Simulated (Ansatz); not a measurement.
**BNH4 (SMILES BN) at BHLYP/def2-TZVPP**

What is the vertical ionisation energy of BNH4 at BHLYP/def2-TZVPP? 

The calculation is run with Ansatz 0.2.0.

56 further runs of the same task are left out: 56 set aside as unsound or not needed.

## Step 1: The system as given

BNH4: 6 atoms, total charge 0, spin state singlet. As SMILES, `BN`. The coordinates come from a PBE0-D4/def2-TZVP relaxation.

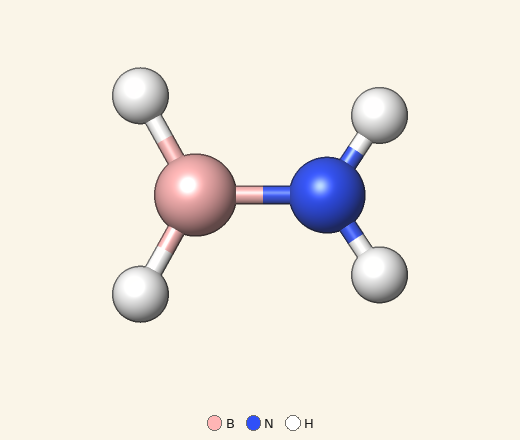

The structure, seen from a chosen angle (boron pink, nitrogen blue, hydrogen white).

## Step 2: The energy at BHLYP/def2-TZVPP

Input file run.yaml:

```yaml
crystal:
  periodic: [false, false, false]
  atoms:
    - {symbol: B, position_ang: [-0.128200, -0.679600, -0.025600]}
    - {symbol: "N", position_ang: [0.146100, 0.677400, 0.010800]}
    - {symbol: H, position_ang: [0.225800, -1.368000, 0.887500]}
    - {symbol: H, position_ang: [-0.712000, -1.128700, -0.969200]}
    - {symbol: H, position_ang: [-0.121600, 1.313700, -0.720800]}
    - {symbol: H, position_ang: [0.632000, 1.121400, 0.771300]}
basis:
  gaussian: {orbitals: def2-TZVPP}
total_charge: 0
hamiltonian: {xc: {name: BHLYP}}
accuracy: high
output: {orbitals: {seedname: orbitals}}
```

Launch:

```bash
$ ansatz run run.yaml --threads 1 --pin off --max-ram 3480MiB --events-out events.jsonl --progress --plain --runs-dir runs
```

The program printed:

```text
Warning: RAYON_NUM_THREADS=1 ignored (pool sized by the plan → 1); use --threads N
Functional definition: BHLYP
  name "BHLYP"
  parameter a = 0.5
  exchange = (1 - a)*b88_x + a*exact_x
  correlation = lyp_c
2045 factors; integrals over basis functions are off by at most 3.0e-9 eV
mean field evaluation 1: about -2228.0435 eV, gradient 4.6e1 eV
mean field evaluation 2: about -2227.5731 eV, gradient 4.7e1 eV
mean field evaluation 4: about -2232.0585 eV, gradient 1.1e0 eV
mean field evaluation 8: about -2232.0614 eV, gradient 1.6e-3 eV
mean field evaluation 16: about -2232.0614 eV, gradient 1.6e-8 eV
mean field -2232.06142176 eV, -82.0267443043 hartree, gradient 1.7e-8 eV, S^2 0.000000; 0 other end points of the search recorded, 0 dependent functions left out
reference -2232.06144543 eV, -82.0267451739 hartree; 8, 8 occupied and 110, 110 virtual orbitals, 2045 factors
Total energy: -2232.06144543 eV, -82.0267451739 hartree
```

Wall time 6.3 s (1 thread of Arm Neoverse V1, shared host); peak memory 0.3 GiB.

## Step 3: The doublet cation

Input file run.yaml:

```yaml
crystal:
  periodic: [false, false, false]
  atoms:
    - symbol: B
      position_ang: [-0.128200, -0.679600, -0.025600]
    - symbol: "N"
      position_ang: [0.146100, 0.677400, 0.010800]
    - symbol: H
      position_ang: [0.225800, -1.368000, 0.887500]
    - symbol: H
      position_ang: [-0.712000, -1.128700, -0.969200]
    - symbol: H
      position_ang: [-0.121600, 1.313700, -0.720800]
    - symbol: H
      position_ang: [0.632000, 1.121400, 0.771300]
basis:
  gaussian:
    orbitals: def2-TZVPP
total_charge: 1
magnetization:
  spin_polarized: true
  initial_magnetization: 1
hamiltonian:
  xc: {name: BHLYP}
accuracy: high
output: {orbitals: {seedname: orbitals}}
```

Launch:

```bash
$ ansatz run run.yaml --threads 1 --pin off --max-ram 3480MiB --events-out events.jsonl --progress --plain --runs-dir runs
```

The program printed:

```text
Warning: RAYON_NUM_THREADS=1 ignored (pool sized by the plan → 1); use --threads N
Functional definition: BHLYP
  name "BHLYP"
  parameter a = 0.5
  exchange = (1 - a)*b88_x + a*exact_x
  correlation = lyp_c
2045 factors; integrals over basis functions are off by at most 3.0e-9 eV
mean field evaluation 1: about -2208.6687 eV, gradient 5.6e1 eV
mean field evaluation 2: about -2197.7317 eV, gradient 6.7e1 eV
mean field evaluation 4: about -2220.0647 eV, gradient 3.2e0 eV
mean field evaluation 8: about -2220.1306 eV, gradient 9.7e-2 eV
mean field evaluation 16: about -2220.1309 eV, gradient 7.6e-4 eV
mean field evaluation 32: about -2220.1354 eV, gradient 8.3e0 eV
mean field -2221.02437956 eV, -81.6211404843 hartree, gradient 2.0e-8 eV, S^2 0.753632; 2 other end points of the search recorded, 0 dependent functions left out
reference -2221.02440292 eV, -81.6211413428 hartree; 8, 7 occupied and 110, 111 virtual orbitals, 2045 factors
Total energy: -2221.02440292 eV, -81.6211413428 hartree
```

It took 12 s on 1 thread of Arm Neoverse V1, shared host; peak memory 0.35 GiB.

## Step 4: What came out

At BHLYP/def2-TZVPP:

```
                                          quantity         value
                        singlet BNH4: total energy  -82.02675 Eh
                         singlet BNH4: HOMO energy      -9.94 eV
                         singlet BNH4: LUMO energy       1.16 eV
                       singlet BNH4: HOMO–LUMO gap      11.10 eV
                      doublet cation: total energy  -81.62114 Eh
doublet cation: HOMO energy (highest over α and β)     -17.50 eV
 doublet cation: LUMO energy (lowest over α and β)     -12.33 eV
                              doublet cation: ⟨S²⟩         0.754
vertical ionisation energy (to the doublet cation)     11.037 eV
```

What this shows: The vertical ionisation energy comes to 11.04 eV (1065 kJ/mol). The negative HOMO energy of the first species, 9.94 eV, lies 1.10 eV below that difference.
